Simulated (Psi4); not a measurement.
# SiH4O2 (Si(OH)2H2): PBE0/6-311+G(d,p) (sweep point 6)

What is the vertical ionisation energy of SiH4O2 (Si(OH)2H2) at PBE0/6-311+G** (sweep point 6)? 

The calculation is run with Psi4 1.11.

4 further runs of the same task are left out: 4 set aside as unsound or not needed.

### 1 Starting point

The species is SiH4O2 (7 atoms), meant as a singlet with charge 0. As SMILES, `[H][Si]([H])(O)O`. Geometry: relaxed at GFN2-xTB. This is one conformer, not always the lowest.

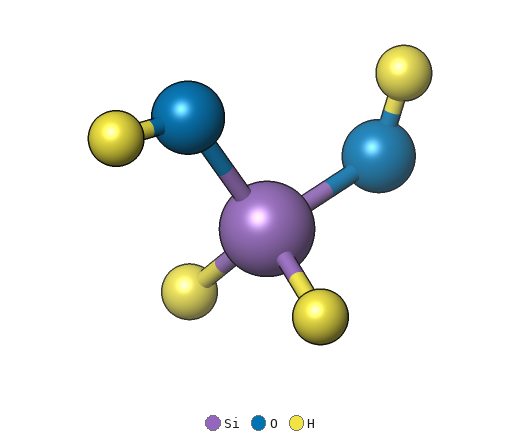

Viewed from a chosen angle; silicon purple, oxygen blue, hydrogen yellow.

### 2 A single-point energy at PBE0/6-311+G(d,p) (sweep point 6)

Input file job.inp:

```
memory 1600 mb

molecule m {
  0 1
  Si    -0.47668341     0.12033776    -0.65492238
  O     -0.37361775     0.08407392     2.43067913
  H     -1.88165699     0.24008970     3.39502526
  O      2.42674849    -0.13768545    -1.57193088
  H      3.65408782    -0.81995217    -0.44261165
  H     -1.37339626     2.53727858    -1.61577253
  H     -1.97548190    -2.02414234    -1.54046694
  units bohr
  symmetry c1
}

set {
  basis                6-311+G**
  puream               true
  scf_type             pk
  dft_radial_points    99
  dft_spherical_points 590
}

E = energy('pbe0')
```

The run is started by

```bash
$ psi4 -n 1 job.inp job.out
```

job.out, shortened:

```text
[...]
  Running in c1 symmetry.
[...]
  Nuclear repulsion =  122.218765949476975
[...]
  Multiplicity = 1
[...]
  Nalpha       = 17
  Nbeta        = 17
[...]
    Number of basis functions: 98
[...]
   @RKS iter   1:  -441.87580956714010   -2.20360e-01   9.91475e-03 ADIIS/DIIS
[...]
   @RKS iter   8:  -442.19439595938780   -3.99021e-08   4.04080e-07 DIIS
[...]
    Orbital Energies [Eh]
    ---------------------
    Doubly Occupied:
       1A    -66.267871     2A    -19.210766     3A    -19.201848
       4A     -5.353276     5A     -3.689514     6A     -3.687621
       7A     -3.685463     8A     -1.057284     9A     -1.032434
      10A     -0.608733    11A     -0.551607    12A     -0.464228
      13A     -0.421700    14A     -0.386957    15A     -0.372435
      16A     -0.352478    17A     -0.312307
[...]
  @RKS Final Energy:  -442.19439595938780
   => Energetics <=
    Nuclear Repulsion Energy =            122.2187659494769747
    One-Electron Energy =                -854.2987577138736697
    Two-Electron Energy =                 319.7536344858576740
    DFT Exchange-Correlation Energy =     -29.8680386808487839
    Empirical Dispersion Energy =           0.0000000000000000
    VV10 Nonlocal Energy =                  0.0000000000000000
    Total Energy =                       -442.1943959593878049
[...]
 Multipole Moments:
 ------------------------------------------------------------------------------------
     Multipole            Electronic (a.u.)      Nuclear  (a.u.)        Total (a.u.)
 ------------------------------------------------------------------------------------
 L = 1.  Multiply by 2.5417464519 to convert [e a0] to [Debye]
 Dipole X            :          0.8318022           -1.3424591           -0.5106569
 Dipole Y            :         -0.0429208           -0.1081995           -0.1511202
 Dipole Z            :          0.4771094            0.0433563            0.5204658
 Magnitude           :                                                    0.7446425
[...]
```

Wall time 11 s (1 thread of AMD EPYC 9R14 (Zen 4), shared host); peak memory 0.7 GiB.

### 3 The doublet cation

Input file h4o2si.dat:

```
memory 1600 MB

molecule mol {
  1 2
  Si    -0.47668341     0.12033776    -0.65492238
  O     -0.37361775     0.08407392     2.43067913
  H     -1.88165699     0.24008970     3.39502526
  O      2.42674849    -0.13768545    -1.57193088
  H      3.65408782    -0.81995217    -0.44261165
  H     -1.37339626     2.53727858    -1.61577253
  H     -1.97548190    -2.02414234    -1.54046694
  units bohr
  symmetry c1
}

set {
  basis                6-311+G**
  reference            uks
  puream               true
  scf_type             pk
  dft_radial_points    99
  dft_spherical_points 590
  maxiter              150
}

energy_value, wavefunction = energy('pbe0', return_wfn=True)
```

The run is started by

```bash
$ psi4 -i h4o2si.dat -o h4o2si.out -n 1
```

h4o2si.out, shortened:

```text
[...]
  Running in c1 symmetry.
[...]
  Nuclear repulsion =  122.218765949476975
[...]
  Multiplicity = 2
[...]
  Nalpha       = 17
  Nbeta        = 16
[...]
    Number of basis functions: 98
[...]
   @UKS iter   1:  -441.51640864237038    1.39041e-01   9.11506e-03 ADIIS/DIIS
[...]
   @UKS iter  12:  -441.79377641468977   -8.15521e-09   5.37524e-07 DIIS
[...]
   @S^2 Observed:                7.596685993E-01
[...]
    Orbital Energies [Eh]
    ---------------------
    Alpha Occupied:
       1A    -66.543482     2A    -19.492252     3A    -19.487205
       4A     -5.630185     5A     -3.965308     6A     -3.964145
       7A     -3.963715     8A     -1.330906     9A     -1.306198
      10A     -0.877198    11A     -0.813050    12A     -0.746376
      13A     -0.706284    14A     -0.653330    15A     -0.638364
      16A     -0.636516    17A     -0.608667
    Alpha Virtual:
      18A     -0.212701    19A     -0.192826    20A     -0.158050
      21A     -0.141631    22A     -0.108412    23A     -0.100483
      24A     -0.091170    25A     -0.061703    26A     -0.030307
[...]
  @UKS Final Energy:  -441.79377641468977
   => Energetics <=
    Nuclear Repulsion Energy =            122.2187659494769747
    One-Electron Energy =                -845.1116675592587626
    Two-Electron Energy =                 310.6924190725578683
    DFT Exchange-Correlation Energy =     -29.5932938774658361
    Empirical Dispersion Energy =           0.0000000000000000
    VV10 Nonlocal Energy =                  0.0000000000000000
    Total Energy =                       -441.7937764146897734
[...]
 Multipole Moments:
 ------------------------------------------------------------------------------------
     Multipole            Electronic (a.u.)      Nuclear  (a.u.)        Total (a.u.)
 ------------------------------------------------------------------------------------
 L = 1.  Multiply by 2.5417464519 to convert [e a0] to [Debye]
 Dipole X            :          0.3044704           -1.3424591           -1.0379887
 Dipole Y            :         -0.0456392           -0.1081995           -0.1538387
 Dipole Z            :          0.0448858            0.0433563            0.0882422
 Magnitude           :                                                    1.0530307
[...]
```

It took 21 s on 1 thread of AMD EPYC 9R14 (Zen 4), shared host; peak memory 0.71 GiB.

### 4 Summary of results

Level: PBE0/6-311+G** (sweep point 6).

| quantity | value |
| --- | --- |
| singlet SiH4O2: total energy | -442.19440 Eh |
| singlet SiH4O2: dipole moment | 1.89 D |
| singlet SiH4O2: HOMO energy | -8.50 eV |
| singlet SiH4O2: LUMO energy | -0.11 eV |
| singlet SiH4O2: HOMO–LUMO gap | 8.38 eV |
| doublet cation: total energy | -441.79378 Eh |
| doublet cation: HOMO energy (highest over α and β) | -15.70 eV |
| doublet cation: LUMO energy (lowest over α and β) | -13.31 eV |
| doublet cation: ⟨S²⟩ | 0.760 |
| vertical ionisation energy (to the doublet cation) | 10.901 eV |

In words: The vertical ionisation energy comes to 10.90 eV (1052 kJ/mol). −ε(HOMO) before ionisation, 8.50 eV, is 2.40 eV below this ionisation energy.
